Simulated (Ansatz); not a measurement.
BrH₃O₂Zn

Input file:

```
crystal:
  periodic: [false, false, false]
  atoms:
    - { symbol: Zn, position_ang: [-0.335938, -0.033647, 0.029439] }
    - { symbol: O, position_ang: [-0.341096, 0.269215, 1.79294] }
    - { symbol: H, position_ang: [-0.883367, -0.339689, 2.30655] }
    - { symbol: O, position_ang: [-0.42672, -0.188039, -1.724977] }
    - { symbol: H, position_ang: [0.352181, -0.597702, -2.115724] }
    - { symbol: Br, position_ang: [2.923215, -0.976664, 1.285697] }
    - { symbol: H, position_ang: [1.754724, -0.358574, 1.999775] }
basis:
  gaussian: { orbitals: def2-SVP }
hamiltonian:
  xc: pbe0
relax:
  f_tol: 0.03
  max_steps: 50
output:
  orbitals: {}
```

Run with:

```sh
ansatz run input.yaml --threads 2 --pin off --max-ram 3072MiB --backend cpu --events-out ev --progress --plain --runs-dir out
```

The fields are those of the run's last geometry, not of the input's.

Theory: Ansatz 0.2.0, RKS PBE0/def2-SVP.

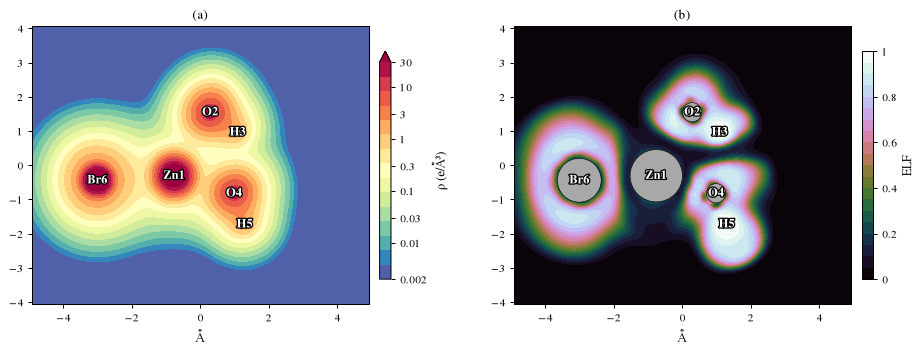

Figure 1. (a) total electron density; (b) electron localisation function on the plane of atoms O2, Zn1 and Br6. Grey discs cover the atomic cores in the ELF map.

Describe what can be read from this map.

- The section cuts through Zn, O, H and Br sites.
- Zn–O (1.82 Å): ρ at the midpoint is about 0.77 e/Å³; the ELF peaks at about 0.85 in the valence shell of O, 0.5 Å from its nucleus, and is about 0.15 at the midpoint.
- Zn–Br (2.25 Å): the density is about 0.61 e/Å³ at the midpoint, with its minimum of 0.54 e/Å³ about 1.0 Å from Zn; the ELF peaks at about 0.70 in the valence shell of Br, 1.0 Å from its nucleus, and is about 0.55 at the midpoint.
- O–H (0.96 Å): the density is about 3.7 e/Å³ at the midpoint; the ELF climbs to about 1 towards the hydrogen, as it does in any bond to H (an ordinary covalent bond to hydrogen).
- The ELF also peaks beside Br6 and O4, away from the bonds: lone-pair regions.

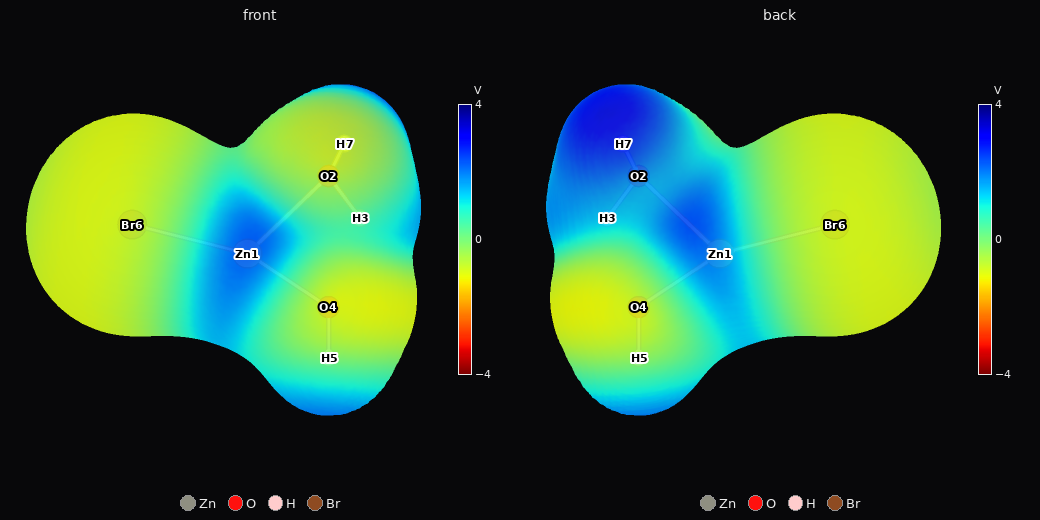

Figure 2. The molecular electrostatic potential painted on the density surface at 0.002 e/bohr³, seen from the front and from behind; the colour scale runs from red (negative) to blue (positive).

Describe the electrostatic potential map.

The most negative region (about −1.1 V) lies over O4, the most positive (about +3.1 V) over H7. O4 is the likeliest acceptor of a hydrogen bond.

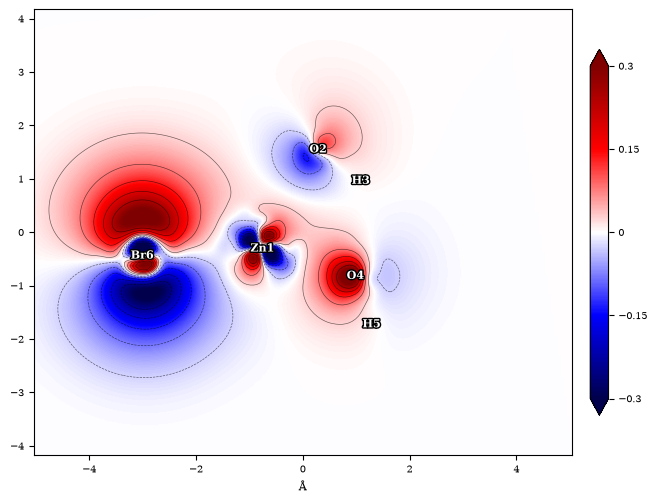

Figure 3. The HOMO−1 on the plane of atoms O2, Zn1 and Br6 (values in Å⁻³ᐟ²; the overall sign is arbitrary).

Where does this orbital lie, and at what energy?

By Hirshfeld shares it lies mainly on Br6 (about 75 %), O4 (about 15 %) and Zn1 (about 5 %); largely a lone pair of Br6. Its energy is −7.58 eV.
